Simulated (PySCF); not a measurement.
# C2H5Cu: one change and its effect

System: C2H5Cu (Cu(C2H4)H), SMILES [H][Cu]1<-[CH2]=[CH2]->1.
Method of run 1: GIAO B3LYP/pcSseg-1 Cu:pcSseg-2 NMR shielding, non-relativistic, gas phase (PySCF 2.14.0).

The geometry comes from this level: PBE0-D3(BJ)/def2-SVP. Text and figures count atoms from 1; the logs count them from 0 in places.

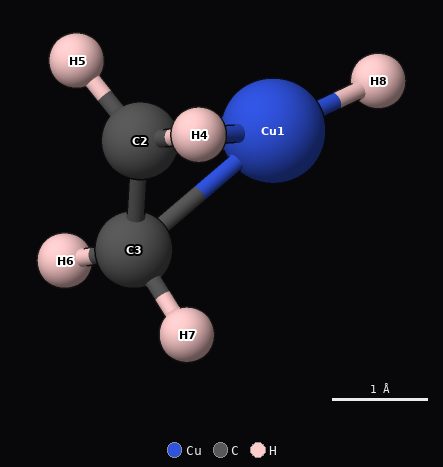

**Figure 1.** The structure (ball-and-stick view, seen at a tilt; atoms are numbered from 1 in the order of the input). Sticks mark near contacts.

### Input, run 1
```
{"job": {"kind": "nmr", "xc": "B3LYP", "basis": {"default": "pcSseg-1", "Cu": "pcSseg-2"}, "pop": false}, "charge": 0, "multiplicity": 1}
Cu    -0.005096     0.011031    -1.334684
C     -0.383094     0.555636     0.655334
C      0.388075    -0.566646     0.641123
H      0.060942     1.553051     0.740401
H     -1.473582     0.498753     0.738062
H     -0.055218    -1.565519     0.711664
H      1.479282    -0.510922     0.714523
H     -0.011300     0.024615    -2.866423
```

The first line tells a small driver script what to run in PySCF; the rest is the geometry in Å.

Hardware: 1 CPU thread, shared host.

### Output (run 1)
```
coarse grid: 30160 points
cycle   1  E = -1717.2252076837  dE =  2.195e+00  |g| = 5.393e+00  |ddm| = 2.891e+00
cycle   2  E = -1707.8100913203  dE =  9.415e+00  |g| = 1.135e+01  |ddm| = 5.353e+00
cycle   3  E = -1719.1572369979  dE = -1.135e+01  |g| = 2.803e+00  |ddm| = 4.187e+00
cycle   4  E = -1719.6445523359  dE = -4.873e-01  |g| = 7.858e-01  |ddm| = 9.289e-01
cycle   5  E = -1719.7887521118  dE = -1.442e-01  |g| = 2.274e-01  |ddm| = 7.753e-01
cycle   6  E = -1719.7987251774  dE = -9.973e-03  |g| = 1.107e-01  |ddm| = 1.715e-01
cycle   7  E = -1719.8004100935  dE = -1.685e-03  |g| = 7.346e-03  |ddm| = 7.574e-02
cycle   8  E = -1719.8004181635  dE = -8.070e-06  |g| = 4.834e-03  |ddm| = 6.571e-03
cycle   9  E = -1719.8004203738  dE = -2.210e-06  |g| = 1.927e-03  |ddm| = 2.327e-03
final grid: 62320 points
cycle  10  E = -1719.8004238257  dE =  3.466e-06  |g| = 6.383e-03  |ddm| = 3.307e-03
cycle  11  E = -1719.8003830657  dE =  4.076e-05  |g| = 2.328e-02  |ddm| = 9.702e-03
cycle  12  E = -1719.8004272821  dE = -4.422e-05  |g| = 1.624e-03  |ddm| = 7.258e-03
cycle  13  E = -1719.8004279037  dE = -6.216e-07  |g| = 9.482e-05  |ddm| = 1.020e-03
cycle  14  E = -1719.8004279048  dE = -1.079e-09  |g| = 1.340e-05  |ddm| = 4.340e-05
cycle  15  E = -1719.8004279048  dE = -2.160e-11  |g| = 5.159e-06  |ddm| = 1.368e-05
converged SCF energy = -1719.8004279048

GIAO shielding tensors (ppm)
atom      isotropic    diamagn.    paramagn.     s11        s22        s33       span
  0 Cu    1043.362    2405.265   -1361.903    439.337    698.948   1991.802   1552.465
  1 C       63.199     252.727    -189.527    -41.145     59.177    171.565    212.710
  2 C       63.314     252.723    -189.408    -41.023     59.380    171.586    212.609
  3 H       25.908      29.395      -3.487     22.534     24.662     30.528      7.995
  4 H       25.908      29.395      -3.486     22.535     24.664     30.526      7.991
  5 H       25.910      29.393      -3.484     22.530     24.666     30.534      8.004
  6 H       25.910      29.394      -3.485     22.529     24.666     30.534      8.005
  7 H       28.071      29.054      -0.982     20.619     23.038     40.558     19.939
```

For run 2 the input was changed thus:
```diff
-"xc": "B3LYP"
+"xc": "PBE"
```

What does this change do to the results?

The total energies belong to different methods, so their difference says nothing on which is more stable or more accurate. The HOMO goes from −6.19 to −5.27 eV. The LUMO goes from −1.82 to −2.56 eV. The dipole moment goes from 4.31 to 3.91 D. Of all shieldings, the largest change is that of Cu1, by −251.7 ppm. The functional changes from B3LYP to PBE. Exact exchange removes part of the self-interaction error of semilocal functionals, which pushes filled and empty levels apart. The SCF takes 19 iterations against 15.

### Output (run 2)
```
coarse grid: 30160 points
cycle   1  E = -1710.9875772622  dE =  7.968e+00  |g| = 8.779e+00  |ddm| = 5.092e+00
cycle   2  E = -1671.0566024532  dE =  3.993e+01  |g| = 2.069e+01  |ddm| = 9.880e+00
cycle   3  E = -1714.3809525468  dE = -4.332e+01  |g| = 8.215e+00  |ddm| = 6.630e+00
cycle   4  E = -1709.0180255751  dE =  5.363e+00  |g| = 5.520e+00  |ddm| = 4.152e+00
cycle   5  E = -1717.1955893050  dE = -8.178e+00  |g| = 2.854e+00  |ddm| = 5.272e+00
cycle   6  E = -1718.9909709279  dE = -1.795e+00  |g| = 1.210e+00  |ddm| = 2.710e+00
cycle   7  E = -1719.3491971409  dE = -3.582e-01  |g| = 3.455e-01  |ddm| = 9.865e-01
cycle   8  E = -1719.3673368029  dE = -1.814e-02  |g| = 5.081e-01  |ddm| = 6.632e-01
cycle   9  E = -1719.3936877949  dE = -2.635e-02  |g| = 7.527e-02  |ddm| = 2.323e-01
cycle  10  E = -1719.3945999303  dE = -9.121e-04  |g| = 2.263e-02  |ddm| = 8.002e-02
cycle  11  E = -1719.3947037867  dE = -1.039e-04  |g| = 1.308e-02  |ddm| = 2.962e-02
cycle  12  E = -1719.3947368847  dE = -3.310e-05  |g| = 3.880e-03  |ddm| = 9.865e-03
cycle  13  E = -1719.3947401607  dE = -3.276e-06  |g| = 1.251e-03  |ddm| = 3.243e-03
final grid: 62320 points
cycle  14  E = -1719.3947498970  dE =  5.311e-06  |g| = 7.695e-03  |ddm| = 3.728e-03
cycle  15  E = -1719.3945980026  dE =  1.519e-04  |g| = 4.227e-02  |ddm| = 1.854e-02
cycle  16  E = -1719.3947553053  dE = -1.573e-04  |g| = 8.684e-04  |ddm| = 1.506e-02
cycle  17  E = -1719.3947554300  dE = -1.248e-07  |g| = 1.501e-04  |ddm| = 5.121e-04
cycle  18  E = -1719.3947554331  dE = -3.111e-09  |g| = 2.723e-05  |ddm| = 9.533e-05
cycle  19  E = -1719.3947554333  dE = -1.701e-10  |g| = 1.250e-05  |ddm| = 2.174e-05
converged SCF energy = -1719.3947554333

GIAO shielding tensors (ppm)
atom      isotropic    diamagn.    paramagn.     s11        s22        s33       span
  0 Cu     791.704    2404.221   -1612.517     51.700    479.468   1843.944   1792.243
  1 C       69.765     252.738    -182.974    -23.598     60.591    172.302    195.900
  2 C       69.875     252.734    -182.859    -23.503     60.807    172.322    195.825
  3 H       25.796      29.272      -3.476     22.692     24.427     30.270      7.579
  4 H       25.797      29.272      -3.475     22.693     24.429     30.268      7.574
  5 H       25.797      29.270      -3.473     22.685     24.430     30.275      7.590
  6 H       25.797      29.271      -3.474     22.685     24.430     30.276      7.591
  7 H       27.781      28.780      -0.999     20.856     23.290     39.196     18.340
```

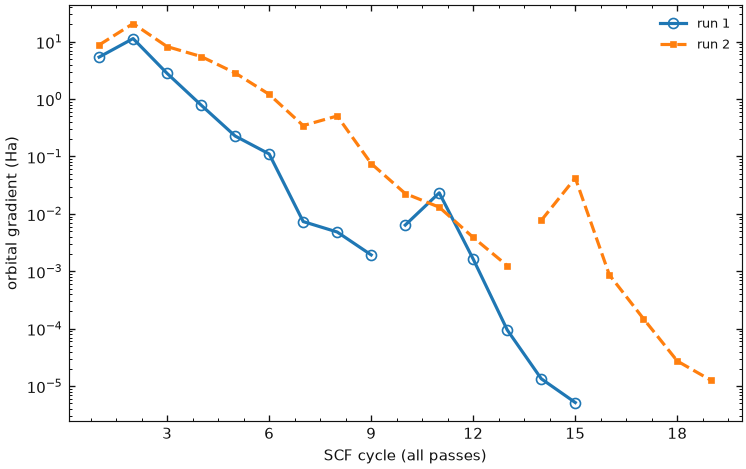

**Figure 2.** Convergence of the two runs: orbital gradient against the SCF cycle. A break in a curve parts two SCF passes (coarse and final grid). Run 1 takes 15 cycles in all, and run 2 takes 19.

### The two runs side by side

```csv
quantity,run 1,run 2
outcome,converged,converged
total energy (hartree),−1719.800428,−1719.394755
HOMO (eV),−6.19,−5.27
LUMO (eV),−1.82,−2.56
dipole moment (D),4.31,3.91
shielding of Cu1 (ppm),1043.4,791.7
shielding of C2 (ppm),63.2,69.8
shielding of C3 (ppm),63.3,69.9
shielding of H4 (ppm),25.9,25.8
shielding of H6 (ppm),25.9,25.8
shielding of H7 (ppm),25.9,25.8
shielding of H8 (ppm),28.1,27.8
SCF iterations,15,19
basis functions,132,132
wall time (shared host),11 s,22 s
```
